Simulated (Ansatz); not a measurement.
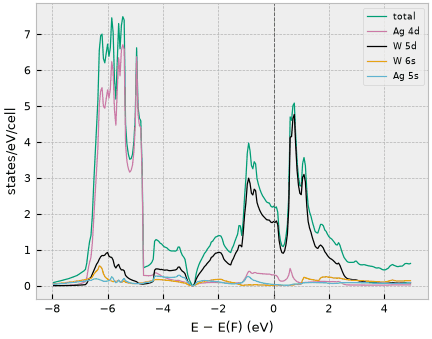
Figure: Total and projected density of states of AgW (rock salt, Fm-3m), the program Ansatz at the PBEsol level (PAW)

Which orbitals carry the states next to the Fermi level?

Within 0.5 eV of the Fermi level: W 5d 80 %, Ag 4d 13 %. Projections are on Löwdin-orthogonalised atomic valence shells; empty p or d shells of many metals are not among them.

Where is the tallest occupied peak in this window, and what makes it?

Near -5.4 eV, about 7.5 states/eV per cell; the largest projected share is Ag 4d.

The start of the workflow was typed in or built on a structure type; neither database checked (COD, Materials Project) lists it. Whether it is the stable phase at ambient conditions was not checked. The PBEsol relaxation kept the symmetry of its start. At this level the phase is mechanically unstable. No spin polarisation was allowed. Its formation energy is positive at this level, so the cell may be metastable or incomplete. Scalar-relativistic: spin–orbit coupling is off unless named, which matters more the heavier the elements.

Potentials: the earlier of the program's two PAW sets. The files were generated under PBE; for other functionals the program regenerates the frozen cores, and for LDA and PBEsol the local potential too.
